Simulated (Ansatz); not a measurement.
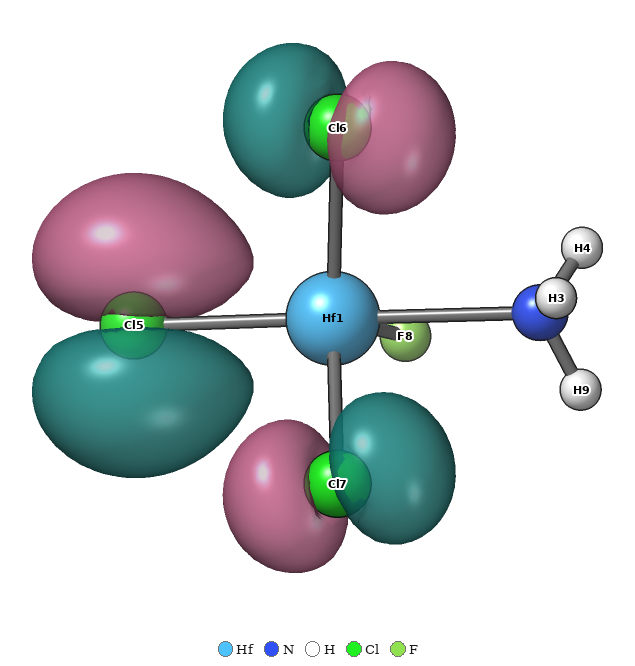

Figure. Cl3FH3HfN. One frontier orbital at ±0.1 Å⁻³ᐟ² (teal and pink are the two phases), seen at a tilt.

Core potentials replace the inner electrons of Hf.

Theory: RKS BHLYP-D4/def2-SVP (Ansatz).

```xyz
9

Hf    0.6018   -0.2709    0.0053
N    -0.2022   -0.4390    2.2713
H    -1.1560   -0.1142    2.3840
H     0.3730    0.1070    2.9038
Cl    1.5385   -0.1612   -2.1603
Cl    0.0169    2.0088    0.3192
Cl   -1.1596   -1.8151   -0.3828
F     2.1391   -0.9147    0.9367
H    -0.1752   -1.3979    2.6009
```

Q: Which orbital is it: HOMO or LUMO?

A: The HOMO, at −9.94 eV. It lies mainly on Cl5 (about 60 %), Cl6 (about 15 %) and Cl7 (about 15 %).
